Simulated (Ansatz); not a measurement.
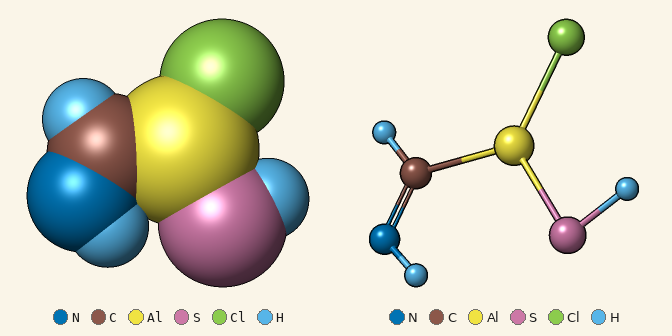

Both panels show the same species.

The computed structure is the end point of a PBE0-D4/def2-TZVP optimisation.

Give the formula.

Answer. CH3AlClNS, 8 atoms: 1 carbon, 3 hydrogen, 1 aluminium, 1 chlorine, 1 nitrogen and 1 sulfur.

Which point group does it belong to?

Answer. Cs.

How many atoms are distinct by symmetry?

Answer. 8: 1 N, 1 C, 1 Al, 1 S, 1 Cl, 1 H, 1 H, 1 H.

More results for the same structure follow; atom numbers are the same in all pictures, views and colours differ.

## Shape

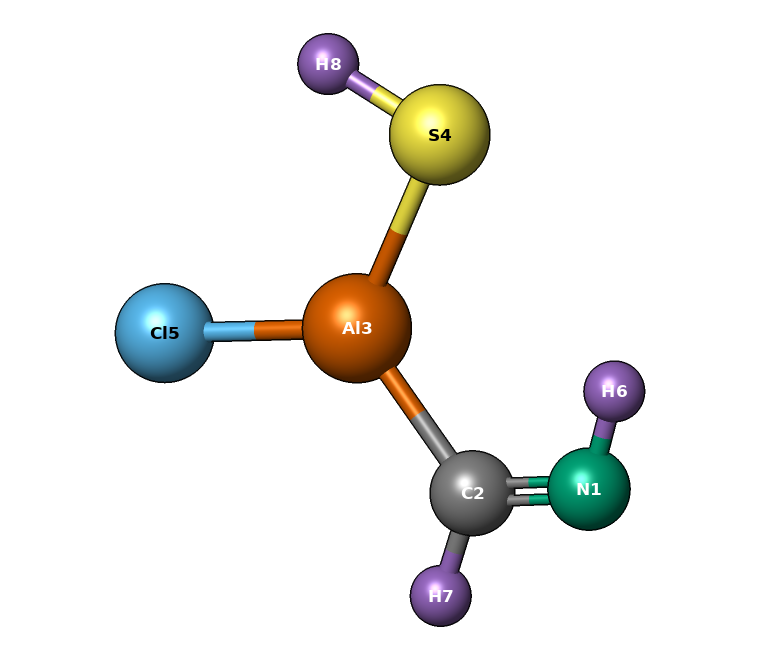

Numbered structure.

What is the geometry at N1?

Answer. N1 has 2 neighbours (C2 at 1.27, H6 at 1.02 Å); the arrangement is bent.

How are the neighbours of atom 4 arranged?

Answer. S4 has 2 neighbours (Al3 at 2.17, H8 at 1.34 Å); the arrangement is bent.

Describe the coordination of atom 3.

Answer. Al3 has 3 neighbours (C2 at 1.97, S4 at 2.17, Cl5 at 2.09 Å); the arrangement is trigonal planar.

Describe the coordination of atom 2.

Answer. C2 has 3 neighbours (N1 at 1.27, Al3 at 1.97, H7 at 1.10 Å); the arrangement is trigonal planar.

What is the dihedral angle N1–C2–Al3–Cl5?

Answer. 180° in size, that is anti.

## Electronic properties

Properties computed with RKS r2SCAN-D4/def2-TZVPP (Ansatz 0.2.0).

Computed properties:

- dipole moment: 1.26 D
- HOMO energy (Kohn–Sham orbital): −6.13 eV
- LUMO energy (Kohn–Sham orbital): −2.78 eV
- HOMO–LUMO gap: 3.35 eV
- dispersion correction: −5.0 kJ/mol

## Vibrations

Harmonic vibrations computed with RKS PBE0-D4/def2-TZVP (Ansatz 0.2.0) at a stationary point of the same level.

How many vibrational modes are there, and where do they lie?

Answer. 18 modes: 58, 85, 134, 185, 244, 291, 419, 567, 602, 663, 676, 1184, 1214, 1399, 1648, 2710, 3038, 3401 cm⁻¹.

## Charges

The questions are on Mulliken charges. Properties computed with RKS r2SCAN-D4/def2-TZVPP (Ansatz 0.2.0).

Which atom carries the highest charge (most positive or least negative)?

Answer. Al3 (0.54 e).

And the lowest?

Answer. S4 (−0.26 e).

Give the Mulliken charges atom by atom.

```json
{"atom": "N1", "value (e)": "−0.24"}
{"atom": "C2", "value (e)": "−0.16"}
{"atom": "Al3", "value (e)": "0.54"}
{"atom": "S4", "value (e)": "−0.26"}
{"atom": "Cl5", "value (e)": "−0.24"}
{"atom": "H6", "value (e)": "0.16"}
{"atom": "H7", "value (e)": "0.07"}
{"atom": "H8", "value (e)": "0.12"}
```

Mulliken values depend strongly on the basis set and can even reverse the polarity of a bond.
